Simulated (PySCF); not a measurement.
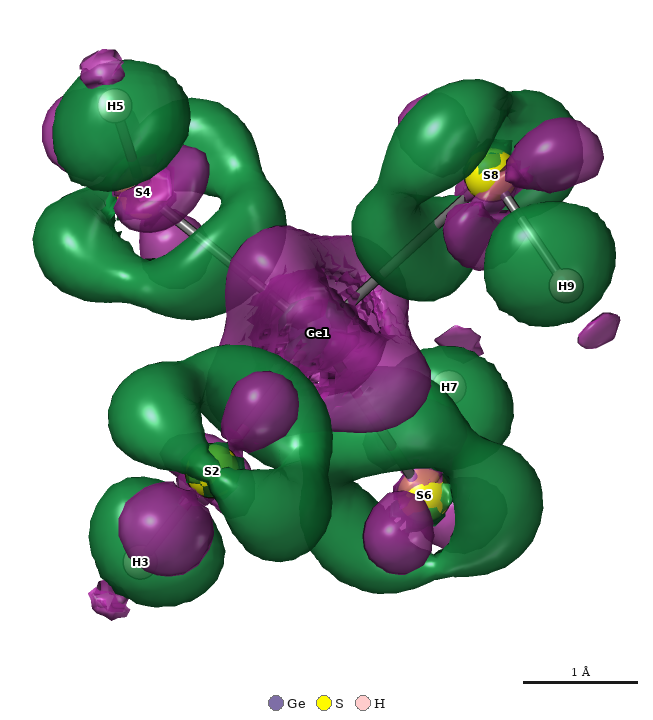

Ge(SH)4 (GeH$_{4}$S$_{4}$). Deformation density (molecule less spherical, spin-averaged free atoms at the same positions), surfaces at ±0.06 e/Å³; green: gain, purple: loss.

PySCF calculation, TPSSh/def2-TZVP, gas phase; geometry: GFN2-xTB. No frequency check shows the geometry to be a minimum. GFN2-xTB bond lengths at metals and heavier atoms can be off by up to 0.1 Å and shapes distorted, which carries into these values.

Input script:

```python
import numpy as np
from pyscf import gto, scf, dft
from pyscf.scf import atom_ks, atom_hf
from scipy.linalg import block_diag

def solve(mol, dm0=None, hcore=None):
    mf = (dft.UKS if mol.spin else dft.RKS)(mol, xc='tpssh')
    mf.grids.level = 3
    mf = mf.density_fit(auxbasis='def2-universal-jkfit')
    mf.conv_tol, mf.max_cycle = 1e-8, 80
    if hcore is not None:
        mf.get_hcore = lambda *args: hcore
    mf.kernel(dm0)
    if not mf.converged:
        mf = mf.newton().run(mf.mo_coeff, mf.mo_occ, max_cycle=30)
    assert mf.converged, 'SCF not converged'
    return mf

mol = gto.M(atom='''
Ge     0.00086     0.00177    -0.00029
S     -1.46986     1.14122    -1.29007
H     -2.09912     0.04206    -1.68064
S      1.45655    -1.20189    -1.24879
H      2.02538    -0.12336    -1.76804
S     -1.16493    -1.43009     1.30968
H     -0.07533    -2.05892     1.72625
S      1.18004     1.49287     1.22852
H      0.09280     2.04993     1.74220
''', basis='def2-tzvp', charge=0, spin=0, verbose=4)
mf = solve(mol)
mf.analyze()
# spherically averaged free atoms, for the promolecule
atm = atom_ks.get_atm_nrks(mol, xc='tpssh')
pro = block_diag(*[(atm[a[0]][2] * atm[a[0]][3]) @ atm[a[0]][2].T for a in mol._atom])
np.savez('result.npz', e=mf.e_tot, c=mf.mo_coeff, occ=mf.mo_occ, eps=mf.mo_energy, pro=pro, dip=mf.dip_moment(verbose=0), s2=mf.spin_square()[0])
```

Run with:

```sh
OMP_NUM_THREADS=1 python input.py
```

The run took 77 s on 1 thread of AMD EPYC (Zen 3) (shared host), peak memory 0.96 GiB.

Partitions, critical points and surface values were worked out afterwards from this run's density.

How much density has each bond gained at its critical point, relative to the free atoms?

S8–H9: +0.42 e/Å³ at the bond critical point (bond length 1.32 Å, Mayer order 0.9). S2–H3: +0.42 e/Å³ at the bond critical point (bond length 1.32 Å, Mayer order 0.9). S6–H7: +0.42 e/Å³ at the bond critical point (bond length 1.32 Å, Mayer order 0.9). S4–H5: +0.42 e/Å³ at the bond critical point (bond length 1.32 Å, Mayer order 0.9). Ge1–S8: +0.13 e/Å³ at the bond critical point (bond length 2.26 Å, Mayer order 1.0). Ge1–S2: +0.13 e/Å³ at the bond critical point (bond length 2.26 Å, Mayer order 1.0). Ge1–S6: +0.13 e/Å³ at the bond critical point (bond length 2.26 Å, Mayer order 1.0). Ge1–S4: +0.13 e/Å³ at the bond critical point (bond length 2.26 Å, Mayer order 1.0). In all, 2.1 electrons gather in the regions of gain relative to the promolecule. A small or negative value marks a very polar bond, one between electron-rich atoms, whose free-atom densities already overlap strongly, a long bond to a heavier atom, or a closed-shell contact such as a hydrogen bond.

Where do the Hirshfeld charges lie?

The highest Hirshfeld charge is on Ge1 (+0.30 e), the lowest on S2 (−0.13 e).

```
atom  charge (e)
 Ge1       +0.30
  S2       −0.13
  H3       +0.05
  S4       −0.13
  H5       +0.05
  S6       −0.12
  H7       +0.05
  S8       −0.13
  H9       +0.05
```
